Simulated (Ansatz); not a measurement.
## A correction line for B2PLYP/def2-TZVPP: vertical ionisation energy

The vertical ionisation energy (cation less neutral) in eV of 6 In-containing molecules: x at B2PLYP/def2-TZVPP, y at CCSD(T)/def2-TZVPP. Shapes, held fixed at every level: PBE0-D4/def2-TZVP. Programs: Ansatz 0.2.0.

| molecule | x (eV) | y (eV) |
| --- | --- | --- |
| InCl (SMILES [Cl][In]) | 9.53 | 9.48 |
| InH3(NH3) | 9.57 | ? |
| PH3(InH3) | 9.75 | 9.88 |
| InH3(SH2) | 9.85 | 9.98 |
| InF (SMILES [F][In]) | 10.07 | 10.02 |
| In2H2Cl4 (SMILES [Cl][InH-]1[Cl+][InH-]([Cl])[Cl+]1) | 10.69 | 11.13 |

**Question.** Fit y = c + s·x to the known rows and predict y for InH3(NH3).

**Answer.** 
1. Means of the 5 rows: x = 9.9780, y = 10.098.
2. Σ(Δx)² = 0.78448, Σ(Δx·Δy) = 1.0693, so the slope is 1.0693/0.78448 = 1.3631.
3. Intercept: 10.098 − (1.3631) × 9.9780 = -3.503. The largest residual of the fit is 0.20.
4. InH3(NH3): -3.503 + 1.3631 × 9.57 = 9.54 eV.

CCSD(T)/def2-TZVPP gives 9.71 eV, so the prediction is off by -0.17 eV, within the largest residual. Uncorrected, B2PLYP/def2-TZVPP misses InH3(NH3) by -0.14 eV, and the other rows by 0.16 on average. The line makes this one worse. Left out in turn, the other rows are missed by 0.17 eV on average, worse than no correction. Cations run unrestricted. For atoms past krypton def2 sets carry core potentials with scalar relativity. Outer-core shells of In are correlated, in sets that cover them unevenly.

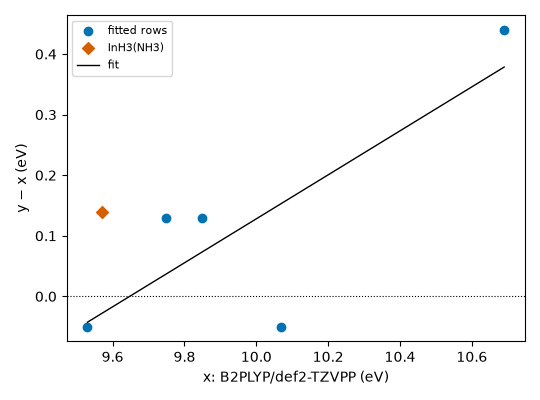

The correction y − x against x, with the fitted line and the withheld molecule.
